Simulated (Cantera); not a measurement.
Input: 1 mol MgSO₄, 9.9 mol CO₂, a varied amount of H₂O, held at 2173 K and 6.40 mbar.

Method: chemical equilibrium by Gibbs-energy minimisation in Cantera with the NASA 1993 tables (ideal gas, pure condensed phases). Candidate condensed phases: C, C₆H₆, C₇H₈, C₈H₁₈, H₂O, H₂SO₄, Mg, MgCO₃, MgO, Mg(OH)₂, MgS, MgSO₄, S; 130 gas species. The numbers say what is thermodynamically allowed, not how fast it happens.

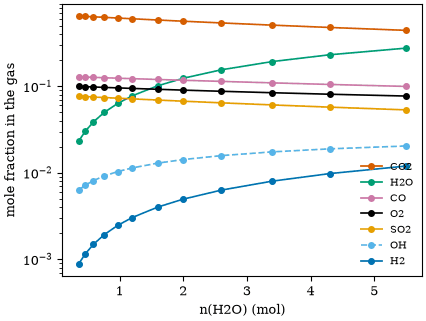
Figure: Equilibrium gas composition (values under 1e-9 drawn at 1e-9)

**Question.** Read off the mole fractions at 2 mol H₂O.

**Answer.** CO₂ about 0.57, H₂O about 0.12, CO about 0.12, O₂ about 0.090, SO₂ about 0.067, OH about 0.014, H₂ about 0.0050.
